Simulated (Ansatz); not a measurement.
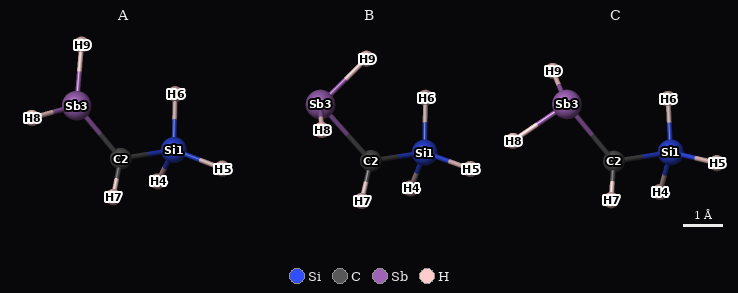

3 geometries from a converged minimum-energy path of CH6SbSi (charge +1), shuffled. The picture is a ball-and-stick view, seen at a tilt.

All numbers below come from Ansatz 0.2.0, RHF/def2-SVP. Set-up: 5 movable images; climbing image; force threshold 0.05 eV/Å; iteration limit 60; starting path through a guess of the saddle point.

Which frame is the top of the path?

A. In order along the path, whose images run from 0 to 6: C (image 1, +0.5 kJ/mol), A (image 3, +23.0 kJ/mol), B (image 6, 0.0 kJ/mol). The motion is an umbrella inversion at Sb3. No bond forms or breaks between the ends. Among the angles between lasting bonds that change up to the highest image: C2–Sb3–H8 95.3° → 122.7°, C2–Sb3–H9 95.3° → 121.5°.

The run took 100 s on 1 thread of Intel(R) Xeon(R) Platinum 8488C (Sapphire Rapids) (shared host), peak memory 0.2 GiB.
